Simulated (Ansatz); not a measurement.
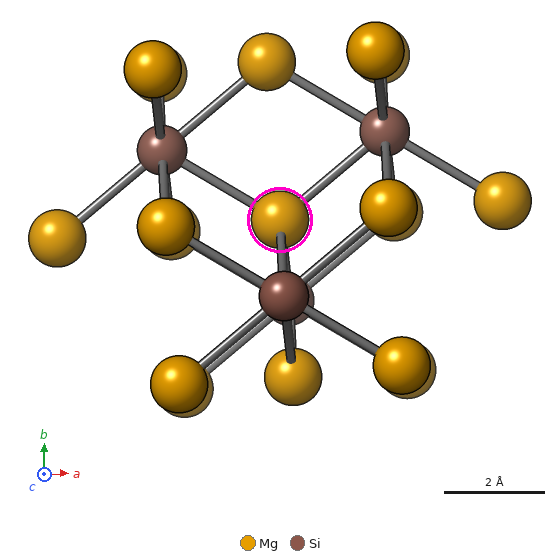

Perfect Mg2Si. Style: ball-and-stick. Shown: the atoms within 4.6 Å of one point, in a slice 5.0 Å thick across the line of sight, along the c axis.

These are results of Ansatz 0.2.0, DFT, PBEsol, PAW, plane waves, not measurements. Set-up: plane-wave cutoff 420 eV; k-point mesh 1 × 1 × 1; mesh shifted by (0.25, 0.25, 0.25); collinear spin. Fermi-Dirac smearing of 0.01 eV. The axes drawn are those of the host's conventional cell.

A magnesium atom is replaced by vanadium at the ringed place, in charge state 0. The supercell has 96 sites, and the atoms are relaxed at the host's cell.

Predict the relaxed surroundings of the defect.

Answer. In the host the Mg atom has 4 Si at 2.74 Å, 6 Mg at 3.16 to 3.17 Å; the V atom ends with 4 Si at 2.57 to 2.58 Å. Of the host's atoms, a silicon atom moves furthest from its site, by 0.18 Å. The cell's net moment is 1.00 μB.

The relaxed defect, seen from the same direction:

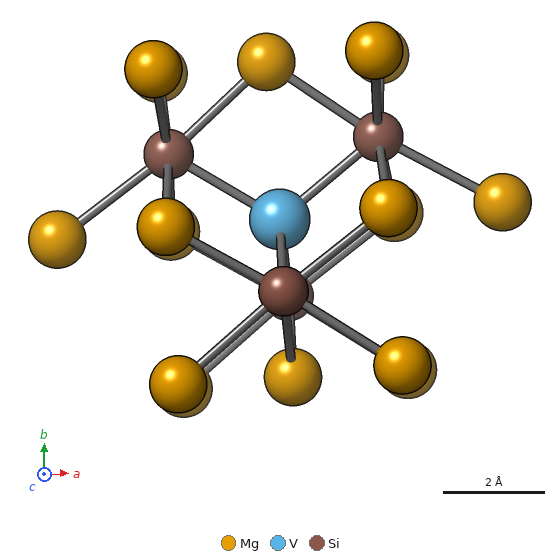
